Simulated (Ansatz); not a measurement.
IrAuO₂ (space group R-3m, No. 166). Coordinates: the geometry relaxed at fixed volume with DFT PBEsol, scalar-relativistic, plane waves, PAW in Ansatz; the starting structure was generated, so it need not be a known form of this composition.

```cif
data_structure
_symmetry_space_group_name_H-M 'P 1'
_symmetry_Int_Tables_number 1
_cell_length_a 3.1734
_cell_length_b 3.1734
_cell_length_c 18.1470
_cell_angle_alpha 90.000
_cell_angle_beta 90.000
_cell_angle_gamma 120.000
_cell_volume 158.26
loop_
_atom_site_label
_atom_site_type_symbol
_atom_site_fract_x
_atom_site_fract_y
_atom_site_fract_z
_atom_site_occupancy
Au1 Au 0.00000 0.00000 0.00000 1
Ir1 Ir 0.66667 0.33333 0.83333 1
O1 O 0.33333 0.66667 0.78166 1
O2 O 0.00000 0.00000 0.88500 1
Au2 Au 0.66667 0.33333 0.33333 1
Ir2 Ir 0.33333 0.66667 0.16667 1
O3 O 0.00000 0.00000 0.11500 1
O4 O 0.66667 0.33333 0.21834 1
Au3 Au 0.33333 0.66667 0.66667 1
Ir3 Ir 0.00000 0.00000 0.50000 1
O5 O 0.66667 0.33333 0.44833 1
O6 O 0.33333 0.66667 0.55167 1
```

Describe the stacking along c, with columns A (0, 0), B (1/3, 2/3), C (2/3, 1/3) of the hexagonal mesh.

Au(A) – O(A) – Ir(B) – O(C) – Au(C) – O(C) – Ir(A) – O(B) – Au(B) – O(B) – Ir(C) – O(A) (twelve layers in 18.15 Å).

O layers alone: ACCBBA, a sequence in which some neighbouring layers lie directly above each other.

Ir: three octahedral sites; Au: three linear sites (per hexagonal cell).

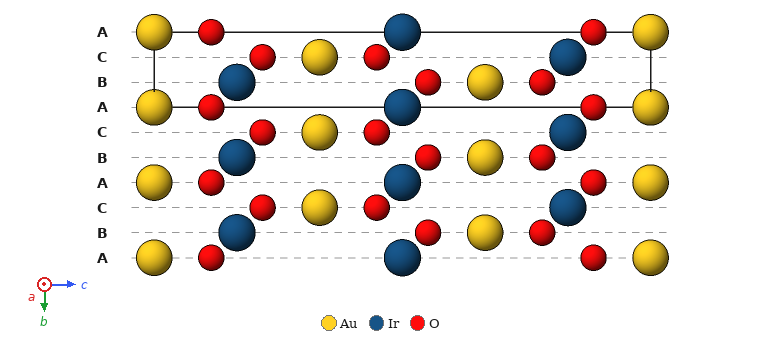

Projection along an edge of the hexagonal mesh, stacking direction c to the right. The dashed lines mark the three columns A (0, 0), B (1/3, 2/3) and C (2/3, 1/3). The sequence starts with the first layer at or above the cell's origin.
